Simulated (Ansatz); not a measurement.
Start from BeTe in the zinc blende structure (space group F-43m, No. 216; a = 5.604 Å).

Perturbation: a fraction x = 0.75 of the Be sites is given to Mg, ordered in a cell of 8 atoms (starting symmetry Amm2) and fully relaxed.

Computed with Kohn–Sham DFT with the PBEsol functional, run in Ansatz (a first-principles code) with PAW and 420 eV plane waves, without spin-orbit coupling.

The zone is the changed cell's own and can be folded.

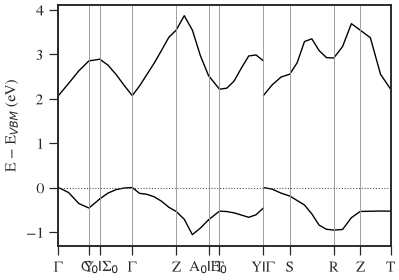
Highest valence and lowest conduction band along the path of the changed cell's own zone

### Question
From the figure, how large is the changed gap, and is it direct?

### Answer
About 2.1 eV, direct at Γ.

Each cell is one ordered arrangement of few atoms, which overstates ordering effects compared with a random alloy. Spin-orbit coupling, missing from the scalar runs, can matter with Te. Stability against distortions was not tested. Labels are those of the standard path for the cell's own space group.
